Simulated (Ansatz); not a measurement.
# AlBH (doublet): SPW92, PBE, r2SCAN over a scan of the angle Al2–B1–H3, 6-31G

How well do these functionals follow the top wave-function level for AlBH (doublet) over a scan of the angle Al2–B1–H3?

The runs use Ansatz 0.2.0, Gaussian basis; 6-31G, all electrons in the functionals.

To be run: SPW92, PBE, r2SCAN, at 71.3°; 88.2°; 103.7°; 118.8°; 136.6°; 161.2°; 167.9°; 180.0°.

12 further runs of the same task are left out: 11 that didn't finish, 1 set aside as unsound or not needed.

## 1. The geometry

The geometry derives from a PBE0/def2-TZVP stationary point (not a proven minimum). One angle is set to the value named; bond lengths are kept.

3 atoms, charge 0, spin multiplicity 2.

Atoms are counted from 1 here; the program's logs count them from 0.

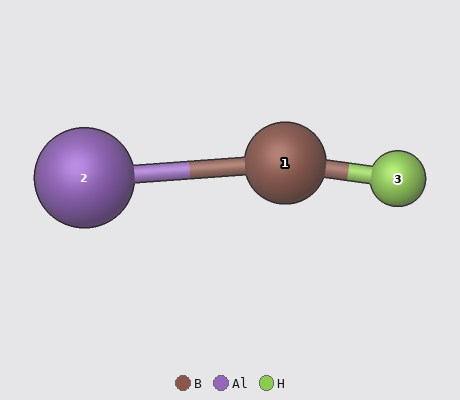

The structure; boron brown, aluminium purple, hydrogen green; atoms are numbered from 1 in the order of the file.

No dispersion term is added.

The geometry shown and the zero of energy belong to the point 167.9°. The yardstick, FCI, and other wave-function levels (R restricted, U unrestricted, valence and pair active spaces) come from earlier runs.

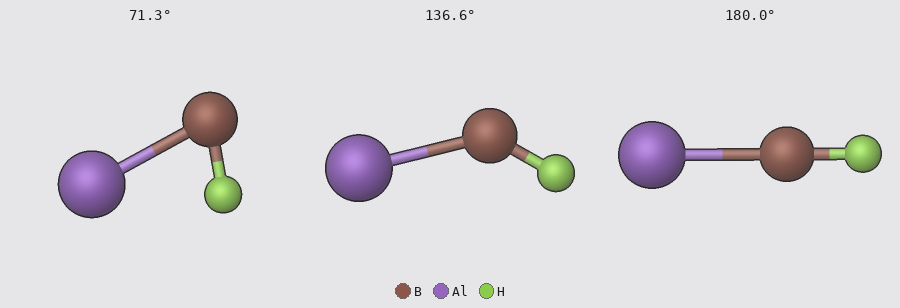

Three points of the scan; sticks are drawn by distance.

## 2. SPW92, 71.3°

Contents of in.yaml:

```yaml
crystal:
  periodic: [false, false, false]
  atoms:
    - {symbol: B, position_ang: [0.000000, -1.154499, 0.933389]}
    - {symbol: Al, position_ang: [0.000000, 0.467493, -0.432016]}
    - {symbol: H, position_ang: [0.000000, -0.131351, 1.553251]}
basis:
  gaussian: {orbitals: 6-31G}
magnetization: {spin_polarized: true, initial_magnetization: 1}
hamiltonian: {xc: {name: SPW92}}
```

Command:

```bash
$ ansatz run in.yaml --threads 1 --pin off --events-out ev --progress --plain --max-ram 2393MiB
```

The log of the run:

```text
Functional definition: SPW92
  name "SPW92"
  cite "Dirac, Proc. Camb. Phil. Soc. 26, 376 (1930) doi:10.1017/S0305004100016108"
  cite "Slater, Phys. Rev. 81, 385 (1951) doi:10.1103/PhysRev.81.385"
  cite "Perdew & Wang, Phys. Rev. B 45, 13244 (1992) doi:10.1103/PhysRevB.45.13244"
  exchange = slater_x
  correlation = pw_c
296 factors; integrals over basis functions are off by at most 2.5e-4 eV
mean field evaluation 1: about -7242.2752 eV, gradient 2.2e1 eV
mean field evaluation 2: about -7207.5268 eV, gradient 4.7e1 eV
mean field evaluation 4: about -7246.7198 eV, gradient 3.3e0 eV
mean field evaluation 8: about -7246.9070 eV, gradient 3.4e-1 eV
mean field evaluation 16: about -7246.9103 eV, gradient 7.1e-4 eV
mean field evaluation 32: about -7245.6313 eV, gradient 1.7e-5 eV
mean field evaluation 64: about -7246.2004 eV, gradient 3.5e0 eV
mean field evaluation 96: about -7245.6426 eV, gradient 1.5e0 eV
mean field -7246.91027913 eV, -266.3190406258 hartree, gradient 8.3e-6 eV, S^2 0.812629; 13 other end points of the search recorded, 0 dependent functions left out
reference -7246.91030626 eV, -266.3190416227 hartree; 10, 9 occupied and 14, 15 virtual orbitals, 296 factors
Total energy: -7246.91030626 eV, -266.3190416227 hartree
```

It took 1.1 s on 1 thread of Intel Xeon Platinum 8375C at 2.90GHz, shared host.

From the report: ⟨S²⟩ of the determinant 0.813 (pure doublet: 0.75).

## 3. SPW92, 88.2°

Contents of in.yaml:

```yaml
crystal:
  periodic: [false, false, false]
  atoms:
    - {symbol: B, position_ang: [0.000000, -1.000076, 1.085095]}
    - {symbol: Al, position_ang: [0.000000, 0.403667, -0.503834]}
    - {symbol: H, position_ang: [0.000000, -0.079121, 1.848575]}
basis:
  gaussian: {orbitals: 6-31G}
magnetization: {spin_polarized: true, initial_magnetization: 1}
hamiltonian: {xc: {name: SPW92}}
```

The command is unchanged.

The log of the run, shortened:

```text
Functional definition: SPW92
  name "SPW92"
  cite "Dirac, Proc. Camb. Phil. Soc. 26, 376 (1930) doi:10.1017/S0305004100016108"
  cite "Slater, Phys. Rev. 81, 385 (1951) doi:10.1103/PhysRev.81.385"
  cite "Perdew & Wang, Phys. Rev. B 45, 13244 (1992) doi:10.1103/PhysRevB.45.13244"
[...]
296 factors; integrals over basis functions are off by at most 2.5e-4 eV
[...]
mean field -7247.12998489 eV, -266.3271146635 hartree, gradient 4.7e-6 eV, S^2 0.850958; 11 other end points of the search recorded, 0 dependent functions left out
reference -7247.13001192 eV, -266.3271156571 hartree; 10, 9 occupied and 14, 15 virtual orbitals, 296 factors
Total energy: -7247.13001192 eV, -266.3271156571 hartree
```

Wall time 1.2 s (1 thread of Intel Xeon Platinum 8375C at 2.90GHz, shared host).

From the report: ⟨S²⟩ of the determinant 0.851 (pure doublet: 0.75).

## 4. SPW92, 103.7°

Contents of in.yaml:

```yaml
crystal:
  periodic: [false, false, false]
  atoms:
    - {symbol: B, position_ang: [0.000000, -0.839266, 1.203592]}
    - {symbol: Al, position_ang: [0.000000, 0.337387, -0.560119]}
    - {symbol: H, position_ang: [0.000000, -0.029679, 2.084291]}
basis:
  gaussian: {orbitals: 6-31G}
magnetization: {spin_polarized: true, initial_magnetization: 1}
hamiltonian: {xc: {name: SPW92}}
```

Same command.

The log of the run, shortened:

```text
Functional definition: SPW92
  name "SPW92"
  cite "Dirac, Proc. Camb. Phil. Soc. 26, 376 (1930) doi:10.1017/S0305004100016108"
  cite "Slater, Phys. Rev. 81, 385 (1951) doi:10.1103/PhysRev.81.385"
  cite "Perdew & Wang, Phys. Rev. B 45, 13244 (1992) doi:10.1103/PhysRevB.45.13244"
[...]
296 factors; integrals over basis functions are off by at most 2.5e-4 eV
[...]
mean field -7247.30709074 eV, -266.3336231835 hartree, gradient 1.3e-6 eV, S^2 0.865443; 11 other end points of the search recorded, 0 dependent functions left out
reference -7247.30711758 eV, -266.3336241699 hartree; 10, 9 occupied and 14, 15 virtual orbitals, 296 factors
Total energy: -7247.30711758 eV, -266.3336241699 hartree
```

It took 1.2 s on 1 thread of Intel Xeon Platinum 8375C at 2.90GHz, shared host.

From the report: ⟨S²⟩ of the determinant 0.865 (pure doublet: 0.75).

## 5. SPW92, 118.8°

Contents of in.yaml:

```yaml
crystal:
  periodic: [false, false, false]
  atoms:
    - {symbol: B, position_ang: [0.000000, -0.667836, 1.297903]}
    - {symbol: Al, position_ang: [0.000000, 0.266879, -0.605119]}
    - {symbol: H, position_ang: [0.000000, 0.019016, 2.277339]}
basis:
  gaussian: {orbitals: 6-31G}
magnetization: {spin_polarized: true, initial_magnetization: 1}
hamiltonian: {xc: {name: SPW92}}
```

Launched as before.

The log of the run, shortened:

```text
Functional definition: SPW92
  name "SPW92"
  cite "Dirac, Proc. Camb. Phil. Soc. 26, 376 (1930) doi:10.1017/S0305004100016108"
  cite "Slater, Phys. Rev. 81, 385 (1951) doi:10.1103/PhysRev.81.385"
  cite "Perdew & Wang, Phys. Rev. B 45, 13244 (1992) doi:10.1103/PhysRevB.45.13244"
[...]
296 factors; integrals over basis functions are off by at most 2.5e-4 eV
[...]
mean field -7247.44732436 eV, -266.3387766739 hartree, gradient 6.5e-6 eV, S^2 0.875961; 11 other end points of the search recorded, 0 dependent functions left out
reference -7247.44735126 eV, -266.3387776624 hartree; 10, 9 occupied and 14, 15 virtual orbitals, 296 factors
Total energy: -7247.44735126 eV, -266.3387776624 hartree
```

It took 1.2 s on 1 thread of Intel Xeon Platinum 8375C at 2.90GHz, shared host.

From the report: ⟨S²⟩ of the determinant 0.876 (pure doublet: 0.75).

## 6. SPW92, 136.6°

Contents of in.yaml:

```yaml
crystal:
  periodic: [false, false, false]
  atoms:
    - {symbol: B, position_ang: [0.000000, -0.451124, 1.380077]}
    - {symbol: Al, position_ang: [0.000000, 0.177920, -0.644644]}
    - {symbol: H, position_ang: [0.000000, 0.075930, 2.453983]}
basis:
  gaussian: {orbitals: 6-31G}
magnetization: {spin_polarized: true, initial_magnetization: 1}
hamiltonian: {xc: {name: SPW92}}
```

Same command.

The log of the run, shortened:

```text
Functional definition: SPW92
  name "SPW92"
  cite "Dirac, Proc. Camb. Phil. Soc. 26, 376 (1930) doi:10.1017/S0305004100016108"
  cite "Slater, Phys. Rev. 81, 385 (1951) doi:10.1103/PhysRev.81.385"
  cite "Perdew & Wang, Phys. Rev. B 45, 13244 (1992) doi:10.1103/PhysRevB.45.13244"
[...]
296 factors; integrals over basis functions are off by at most 2.6e-4 eV
[...]
mean field -7247.54613733 eV, -266.3424079835 hartree, gradient 4.4e-6 eV, S^2 0.908306; 10 other end points of the search recorded, 0 dependent functions left out
reference -7247.54616380 eV, -266.3424089564 hartree; 10, 9 occupied and 14, 15 virtual orbitals, 296 factors
Total energy: -7247.54616380 eV, -266.3424089564 hartree
```

It took 1.4 s on 1 thread of Intel Xeon Platinum 8375C at 2.90GHz, shared host.

From the report: ⟨S²⟩ of the determinant 0.908 (pure doublet: 0.75).

## 7. SPW92, 161.2°

Contents of in.yaml:

```yaml
crystal:
  periodic: [false, false, false]
  atoms:
    - {symbol: B, position_ang: [0.000000, -0.156486, 0.316905]}
    - {symbol: Al, position_ang: [0.000000, 0.026792, -1.795344]}
    - {symbol: H, position_ang: [0.000000, 0.129694, 1.478439]}
basis:
  gaussian: {orbitals: 6-31G}
magnetization: {spin_polarized: true, initial_magnetization: 1}
hamiltonian: {xc: {name: SPW92}}
```

Launched as before.

The log of the run, shortened:

```text
Functional definition: SPW92
  name "SPW92"
  cite "Dirac, Proc. Camb. Phil. Soc. 26, 376 (1930) doi:10.1017/S0305004100016108"
  cite "Slater, Phys. Rev. 81, 385 (1951) doi:10.1103/PhysRev.81.385"
  cite "Perdew & Wang, Phys. Rev. B 45, 13244 (1992) doi:10.1103/PhysRevB.45.13244"
[...]
296 factors; integrals over basis functions are off by at most 2.5e-4 eV
[...]
mean field -7247.55971656 eV, -266.3429070111 hartree, gradient 2.6e-6 eV, S^2 0.999906; 10 other end points of the search recorded, 0 dependent functions left out
reference -7247.55974250 eV, -266.3429079645 hartree; 10, 9 occupied and 14, 15 virtual orbitals, 296 factors
Total energy: -7247.55974250 eV, -266.3429079645 hartree
```

Run time: 1.8 s. Hardware: 1 thread of Intel Xeon Platinum 8375C at 2.90GHz, shared host.

From the report: ⟨S²⟩ of the determinant 1.000 (pure doublet: 0.75).

## 8. SPW92, 167.9°

Contents of in.yaml:

```yaml
crystal:
  periodic: [false, false, false]
  atoms:
    - {symbol: B, position_ang: [0.000000, -0.091982, 0.314337]}
    - {symbol: Al, position_ang: [0.000000, -0.033351, -1.805038]}
    - {symbol: H, position_ang: [0.000000, 0.125333, 1.490702]}
basis:
  gaussian: {orbitals: 6-31G}
magnetization: {spin_polarized: true, initial_magnetization: 1}
hamiltonian: {xc: {name: SPW92}}
```

Same command.

The log of the run, shortened:

```text
Functional definition: SPW92
  name "SPW92"
  cite "Dirac, Proc. Camb. Phil. Soc. 26, 376 (1930) doi:10.1017/S0305004100016108"
  cite "Slater, Phys. Rev. 81, 385 (1951) doi:10.1103/PhysRev.81.385"
  cite "Perdew & Wang, Phys. Rev. B 45, 13244 (1992) doi:10.1103/PhysRevB.45.13244"
[...]
296 factors; integrals over basis functions are off by at most 2.5e-4 eV
[...]
mean field -7247.54613970 eV, -266.3424080707 hartree, gradient 6.2e-6 eV, S^2 1.023314; 13 other end points of the search recorded, 0 dependent functions left out
reference -7247.54616575 eV, -266.3424090281 hartree; 10, 9 occupied and 14, 15 virtual orbitals, 296 factors
Total energy: -7247.54616575 eV, -266.3424090281 hartree
```

Run time: 1.7 s. Hardware: 1 thread of Intel Xeon Platinum 8375C at 2.90GHz, shared host.

From the report: ⟨S²⟩ of the determinant 1.023 (pure doublet: 0.75).

## 9. SPW92, 180.0°

Contents of in.yaml:

```yaml
crystal:
  periodic: [false, false, false]
  atoms:
    - {symbol: B, position_ang: [0.000000, 0.000000, 0.307972]}
    - {symbol: Al, position_ang: [0.000000, 0.000000, -1.812214]}
    - {symbol: H, position_ang: [0.000000, 0.000000, 1.504242]}
basis:
  gaussian: {orbitals: 6-31G}
magnetization: {spin_polarized: true, initial_magnetization: 1}
hamiltonian: {xc: {name: SPW92}}
```

Launched as before.

The log of the run, shortened:

```text
Functional definition: SPW92
  name "SPW92"
  cite "Dirac, Proc. Camb. Phil. Soc. 26, 376 (1930) doi:10.1017/S0305004100016108"
  cite "Slater, Phys. Rev. 81, 385 (1951) doi:10.1103/PhysRev.81.385"
  cite "Perdew & Wang, Phys. Rev. B 45, 13244 (1992) doi:10.1103/PhysRevB.45.13244"
[...]
296 factors; integrals over basis functions are off by at most 2.5e-4 eV
[...]
mean field -7247.52177487 eV, -266.3415126799 hartree, gradient 2.2e-5 eV, S^2 1.029527; 15 other end points of the search recorded, 0 dependent functions left out
reference -7247.52180109 eV, -266.3415136435 hartree; 10, 9 occupied and 14, 15 virtual orbitals, 296 factors
Total energy: -7247.52180109 eV, -266.3415136435 hartree
```

Run time: 1.2 s. Hardware: 1 thread of Intel Xeon Platinum 8375C at 2.90GHz, shared host.

From the report: ⟨S²⟩ of the determinant 1.030 (pure doublet: 0.75).

From 167.9°: +2.4 kJ/mol.

## 10. PBE, 71.3°

Contents of in.yaml:

```yaml
crystal:
  periodic: [false, false, false]
  atoms:
    - {symbol: B, position_ang: [0.000000, -1.154499, 0.933389]}
    - {symbol: Al, position_ang: [0.000000, 0.467493, -0.432016]}
    - {symbol: H, position_ang: [0.000000, -0.131351, 1.553251]}
basis:
  gaussian: {orbitals: 6-31G}
magnetization: {spin_polarized: true, initial_magnetization: 1}
hamiltonian: {xc: {name: PBE}}
output: {orbitals: {seedname: orbitals}}
```

Same command.

The log of the run, shortened:

```text
Functional definition: PBE
  name "PBE"
  cite "Perdew, Burke & Ernzerhof, Phys. Rev. Lett. 77, 3865 (1996) doi:10.1103/PhysRevLett.77.3865"
  parent pbe
[...]
296 factors; integrals over basis functions are off by at most 2.5e-4 eV
[...]
mean field -7278.92883923 eV, -267.4957010066 hartree, gradient 9.1e-6 eV, S^2 0.994312; 12 other end points of the search recorded, 0 dependent functions left out
reference -7278.92887006 eV, -267.4957021395 hartree; 10, 9 occupied and 14, 15 virtual orbitals, 296 factors
Total energy: -7278.92887006 eV, -267.4957021395 hartree
```

Wall time 3.4 s (1 thread of Intel Xeon Platinum 8375C at 2.90GHz, shared host).

From the report: ⟨S²⟩ of the determinant 0.994 (pure doublet: 0.75).

## 11. PBE, 88.2°

Contents of in.yaml:

```yaml
crystal:
  periodic: [false, false, false]
  atoms:
    - {symbol: B, position_ang: [0.000000, -1.000076, 1.085095]}
    - {symbol: Al, position_ang: [0.000000, 0.403667, -0.503834]}
    - {symbol: H, position_ang: [0.000000, -0.079121, 1.848575]}
basis:
  gaussian: {orbitals: 6-31G}
magnetization: {spin_polarized: true, initial_magnetization: 1}
hamiltonian: {xc: {name: PBE}}
output: {orbitals: {seedname: orbitals}}
```

The command is unchanged.

The log of the run, shortened:

```text
Functional definition: PBE
  name "PBE"
  cite "Perdew, Burke & Ernzerhof, Phys. Rev. Lett. 77, 3865 (1996) doi:10.1103/PhysRevLett.77.3865"
  parent pbe
[...]
296 factors; integrals over basis functions are off by at most 2.5e-4 eV
[...]
mean field -7279.17670901 eV, -267.5048100529 hartree, gradient 2.7e-6 eV, S^2 1.045887; 12 other end points of the search recorded, 0 dependent functions left out
reference -7279.17673989 eV, -267.5048111877 hartree; 10, 9 occupied and 14, 15 virtual orbitals, 296 factors
Total energy: -7279.17673989 eV, -267.5048111877 hartree
```

It took 3.3 s on 1 thread of Intel Xeon Platinum 8375C at 2.90GHz, shared host.

From the report: ⟨S²⟩ of the determinant 1.046 (pure doublet: 0.75).

## 12. PBE, 103.7°

Contents of in.yaml:

```yaml
crystal:
  periodic: [false, false, false]
  atoms:
    - {symbol: B, position_ang: [0.000000, -0.839266, 1.203592]}
    - {symbol: Al, position_ang: [0.000000, 0.337387, -0.560119]}
    - {symbol: H, position_ang: [0.000000, -0.029679, 2.084291]}
basis:
  gaussian: {orbitals: 6-31G}
magnetization: {spin_polarized: true, initial_magnetization: 1}
hamiltonian: {xc: {name: PBE}}
output: {orbitals: {seedname: orbitals}}
```

Same command.

The log of the run, shortened:

```text
Functional definition: PBE
  name "PBE"
  cite "Perdew, Burke & Ernzerhof, Phys. Rev. Lett. 77, 3865 (1996) doi:10.1103/PhysRevLett.77.3865"
  parent pbe
[...]
296 factors; integrals over basis functions are off by at most 2.5e-4 eV
[...]
mean field -7279.37062402 eV, -267.5119362979 hartree, gradient 1.9e-6 eV, S^2 1.054129; 12 other end points of the search recorded, 0 dependent functions left out
reference -7279.37065483 eV, -267.5119374304 hartree; 10, 9 occupied and 14, 15 virtual orbitals, 296 factors
Total energy: -7279.37065483 eV, -267.5119374304 hartree
```

It took 3.7 s on 1 thread of Intel Xeon Platinum 8375C at 2.90GHz, shared host.

From the report: ⟨S²⟩ of the determinant 1.054 (pure doublet: 0.75).

## 13. PBE, 118.8°

Contents of in.yaml:

```yaml
crystal:
  periodic: [false, false, false]
  atoms:
    - {symbol: B, position_ang: [0.000000, -0.667836, 1.297903]}
    - {symbol: Al, position_ang: [0.000000, 0.266879, -0.605119]}
    - {symbol: H, position_ang: [0.000000, 0.019016, 2.277339]}
basis:
  gaussian: {orbitals: 6-31G}
magnetization: {spin_polarized: true, initial_magnetization: 1}
hamiltonian: {xc: {name: PBE}}
output: {orbitals: {seedname: orbitals}}
```

The command is unchanged.

The log of the run, shortened:

```text
Functional definition: PBE
  name "PBE"
  cite "Perdew, Burke & Ernzerhof, Phys. Rev. Lett. 77, 3865 (1996) doi:10.1103/PhysRevLett.77.3865"
  parent pbe
[...]
296 factors; integrals over basis functions are off by at most 2.5e-4 eV
[...]
mean field -7279.52184934 eV, -267.5174937261 hartree, gradient 1.1e-6 eV, S^2 1.055045; 12 other end points of the search recorded, 0 dependent functions left out
reference -7279.52188033 eV, -267.5174948650 hartree; 10, 9 occupied and 14, 15 virtual orbitals, 296 factors
Total energy: -7279.52188033 eV, -267.5174948650 hartree
```

Run time: 3.7 s. Hardware: 1 thread of Intel Xeon Platinum 8375C at 2.90GHz, shared host.

From the report: ⟨S²⟩ of the determinant 1.055 (pure doublet: 0.75).

## 14. PBE, 136.6°

Contents of in.yaml:

```yaml
crystal:
  periodic: [false, false, false]
  atoms:
    - {symbol: B, position_ang: [0.000000, -0.451124, 1.380077]}
    - {symbol: Al, position_ang: [0.000000, 0.177920, -0.644644]}
    - {symbol: H, position_ang: [0.000000, 0.075930, 2.453983]}
basis:
  gaussian: {orbitals: 6-31G}
magnetization: {spin_polarized: true, initial_magnetization: 1}
hamiltonian: {xc: {name: PBE}}
output: {orbitals: {seedname: orbitals}}
```

The command is unchanged.

The log of the run, shortened:

```text
Functional definition: PBE
  name "PBE"
  cite "Perdew, Burke & Ernzerhof, Phys. Rev. Lett. 77, 3865 (1996) doi:10.1103/PhysRevLett.77.3865"
  parent pbe
[...]
296 factors; integrals over basis functions are off by at most 2.6e-4 eV
[...]
mean field -7279.63338662 eV, -267.5215926455 hartree, gradient 1.3e-6 eV, S^2 1.076308; 13 other end points of the search recorded, 0 dependent functions left out
reference -7279.63341728 eV, -267.5215937722 hartree; 10, 9 occupied and 14, 15 virtual orbitals, 296 factors
Total energy: -7279.63341728 eV, -267.5215937722 hartree
```

Wall time 3.2 s (1 thread of Intel Xeon Platinum 8375C at 2.90GHz, shared host).

From the report: ⟨S²⟩ of the determinant 1.076 (pure doublet: 0.75).

## 15. PBE, 161.2°

Contents of in.yaml:

```yaml
crystal:
  periodic: [false, false, false]
  atoms:
    - {symbol: B, position_ang: [0.000000, -0.156486, 0.316905]}
    - {symbol: Al, position_ang: [0.000000, 0.026792, -1.795344]}
    - {symbol: H, position_ang: [0.000000, 0.129694, 1.478439]}
basis:
  gaussian: {orbitals: 6-31G}
magnetization: {spin_polarized: true, initial_magnetization: 1}
hamiltonian: {xc: {name: PBE}}
output: {orbitals: {seedname: orbitals}}
```

The command is unchanged.

The log of the run, shortened:

```text
Functional definition: PBE
  name "PBE"
  cite "Perdew, Burke & Ernzerhof, Phys. Rev. Lett. 77, 3865 (1996) doi:10.1103/PhysRevLett.77.3865"
  parent pbe
[...]
296 factors; integrals over basis functions are off by at most 2.5e-4 eV
[...]
mean field -7279.66770202 eV, -267.5228537133 hartree, gradient 9.2e-6 eV, S^2 1.141429; 13 other end points of the search recorded, 0 dependent functions left out
reference -7279.66773215 eV, -267.5228548206 hartree; 10, 9 occupied and 14, 15 virtual orbitals, 296 factors
Total energy: -7279.66773215 eV, -267.5228548206 hartree
```

Run time: 3.6 s. Hardware: 1 thread of Intel Xeon Platinum 8375C at 2.90GHz, shared host.

From the report: ⟨S²⟩ of the determinant 1.141 (pure doublet: 0.75).

## 16. PBE, 167.9°

Contents of in.yaml:

```yaml
crystal:
  periodic: [false, false, false]
  atoms:
    - {symbol: B, position_ang: [0.000000, -0.091982, 0.314337]}
    - {symbol: Al, position_ang: [0.000000, -0.033351, -1.805038]}
    - {symbol: H, position_ang: [0.000000, 0.125333, 1.490702]}
basis:
  gaussian: {orbitals: 6-31G}
magnetization: {spin_polarized: true, initial_magnetization: 1}
hamiltonian: {xc: {name: PBE}}
output: {orbitals: {seedname: orbitals}}
```

The command is unchanged.

The log of the run, shortened:

```text
Functional definition: PBE
  name "PBE"
  cite "Perdew, Burke & Ernzerhof, Phys. Rev. Lett. 77, 3865 (1996) doi:10.1103/PhysRevLett.77.3865"
  parent pbe
[...]
296 factors; integrals over basis functions are off by at most 2.5e-4 eV
[...]
mean field -7279.65945164 eV, -267.5225505173 hartree, gradient 3.4e-6 eV, S^2 1.157026; 13 other end points of the search recorded, 0 dependent functions left out
reference -7279.65948182 eV, -267.5225516265 hartree; 10, 9 occupied and 14, 15 virtual orbitals, 296 factors
Total energy: -7279.65948182 eV, -267.5225516265 hartree
```

It took 4.1 s on 1 thread of Intel Xeon Platinum 8375C at 2.90GHz, shared host.

From the report: ⟨S²⟩ of the determinant 1.157 (pure doublet: 0.75).

## 17. PBE, 180.0°

Contents of in.yaml:

```yaml
crystal:
  periodic: [false, false, false]
  atoms:
    - {symbol: B, position_ang: [0.000000, 0.000000, 0.307972]}
    - {symbol: Al, position_ang: [0.000000, 0.000000, -1.812214]}
    - {symbol: H, position_ang: [0.000000, 0.000000, 1.504242]}
basis:
  gaussian: {orbitals: 6-31G}
magnetization: {spin_polarized: true, initial_magnetization: 1}
hamiltonian: {xc: {name: PBE}}
output: {orbitals: {seedname: orbitals}}
```

Launched as before.

The log of the run, shortened:

```text
Functional definition: PBE
  name "PBE"
  cite "Perdew, Burke & Ernzerhof, Phys. Rev. Lett. 77, 3865 (1996) doi:10.1103/PhysRevLett.77.3865"
  parent pbe
[...]
296 factors; integrals over basis functions are off by at most 2.5e-4 eV
[...]
mean field -7279.64041629 eV, -267.5218509811 hartree, gradient 1.8e-5 eV, S^2 1.163867; 15 other end points of the search recorded, 0 dependent functions left out
reference -7279.64044646 eV, -267.5218520898 hartree; 10, 9 occupied and 14, 15 virtual orbitals, 296 factors
Total energy: -7279.64044646 eV, -267.5218520898 hartree
```

Wall time 2.5 s (1 thread of Intel Xeon Platinum 8375C at 2.90GHz, shared host).

From the report: ⟨S²⟩ of the determinant 1.164 (pure doublet: 0.75).

From 167.9°: +1.8 kJ/mol.

[end of part 1 of 2]
